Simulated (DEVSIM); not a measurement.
Structure: GaP/Si n-p heterojunction, at 300 K.

| layer (left to right) | material | thickness (μm) | Nd (cm⁻³) | Na (cm⁻³) | τn (s) | τp (s) |
|---|---|---|---|---|---|---|
| 1 | GaP | 0.0670 | 4.2e14 | - | 2e-7 | 2e-7 |
| 2 | Si | 0.220 | - | 1.6e16 | 2e-7 | 2e-7 |

Left contact: ohmic. Right contact: ohmic. Voltage is applied to the left contact. Recombination: SRH at mid-gap, radiative, Auger. Mobility is constant in doping.

This is a model device: material constants are rounded textbook-type values typed into the input, and sizes, dopings and lifetimes were drawn at random. Values at 300 K.

```csv
parameter,GaP,Si
gap (eV),2.26,1.124
affinity (eV),3.8,4.05
permittivity,11.1,11.7
Nc (cm⁻³),1.8e19,2.86e19
Nv (cm⁻³),1.9e19,3.1e19
μn (cm²/Vs),250,1417
μp (cm²/Vs),150,470
B (cm³/s),1e-13,4.7e-15
Cn (cm⁶/s),1e-30,2.8e-31
Cp (cm⁶/s),1e-30,9.9e-32
```

Model (solved in DEVSIM): 1D drift-diffusion, Boltzmann statistics, complete ionisation; no tunnelling, impact ionisation, image-force lowering or self-heating. Band offsets follow the typed affinities; no thermionic-emission limit at abrupt steps, no polarisation charge.

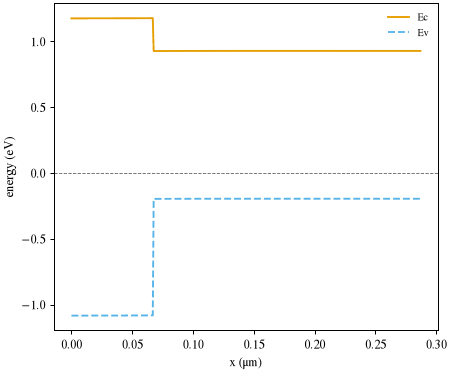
Fig. 1. Band edges at -0.9 V on the left contact

Energies count from the Fermi level of the right contact; mesh points crowd at the junctions.

| x (μm) | Ec (eV) | Ev (eV) | n (cm⁻³) | p (cm⁻³) | field (V/cm) |
|---|---|---|---|---|---|
| 0.000 | 1.176 | -1.084 | 4.2e14 | < 1e2 | 170 |
| 0.002928 | 1.176 | -1.084 | 4.0e14 | < 1e2 | 170 |
| 0.007375 | 1.176 | -1.084 | 3.7e14 | < 1e2 | 180 |
| 0.01413 | 1.176 | -1.084 | 3.3e14 | < 1e2 | 180 |
| 0.02888 | 1.176 | -1.084 | 2.4e14 | < 1e2 | 220 |
| 0.04302 | 1.177 | -1.083 | 1.5e14 | < 1e2 | 270 |
| 0.05245 | 1.177 | -1.083 | 8.9e13 | < 1e2 | 320 |
| 0.06108 | 1.177 | -1.083 | 3.6e13 | < 1e2 | 370 |
| 0.06503 | 1.177 | -1.083 | 1.1e13 | < 1e2 | 390 |
| 0.06762 | 0.927 | -0.197 | 2.4e14 | 1.5e16 | 380 |
| 0.07100 | 0.928 | -0.196 | 2.4e14 | 1.6e16 | 340 |
| 0.07882 | 0.928 | -0.196 | 2.3e14 | 1.6e16 | 260 |
| 0.08887 | 0.928 | -0.196 | 2.2e14 | 1.6e16 | 190 |
| 0.1049 | 0.928 | -0.196 | 2.0e14 | 1.6e16 | 110 |
| 0.1421 | 0.928 | -0.196 | 1.6e14 | 1.6e16 | 22 |
| 0.1856 | 0.928 | -0.196 | 1.1e14 | 1.6e16 | ≈ 0 |
| 0.2228 | 0.928 | -0.196 | 6.9e13 | 1.6e16 | -14 |
| 0.2486 | 0.928 | -0.196 | 4.1e13 | 1.6e16 | -16 |
| 0.2688 | 0.928 | -0.196 | 2.0e13 | 1.6e16 | -16 |
| 0.2775 | 0.928 | -0.196 | 1.0e13 | 1.6e16 | -16 |
| 0.2829 | 0.928 | -0.196 | 4.4e12 | 1.6e16 | -16 |
| 0.2870 | 0.928 | -0.196 | 7300 | 1.6e16 | -16 |
